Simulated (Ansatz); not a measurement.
The parent structure is WS2 (space group P6_3/mmc, No. 194; a = 3.115 Å, c = 11.772 Å; layered, stacked along the Cartesian z axis). Axes: x lies along a and z along c of the hexagonal cell.

It is then changed as follows: biaxial strain −1.80 %, plane normal [001], relaxed out of plane (Cartesian); in-plane vectors clamped, the third vector and the atoms free.

Level of theory: plane-wave PAW DFT at the PBEsol-D3(BJ) level (Ansatz, a program for electronic structure, 420 eV), no spin-orbit coupling.

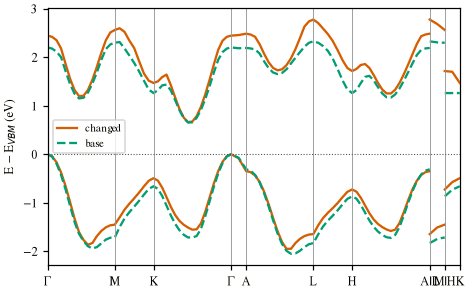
Highest valence and lowest conduction band along the path, each from its own valence-band maximum

**Question.** Read the changed gap and its character from the plot.

**Answer.** About 0.7 eV, indirect, Γ → K–Γ (44 % along).

With W present, leaving out spin-orbit coupling can change the band edges. Stability against distortions was not tested.
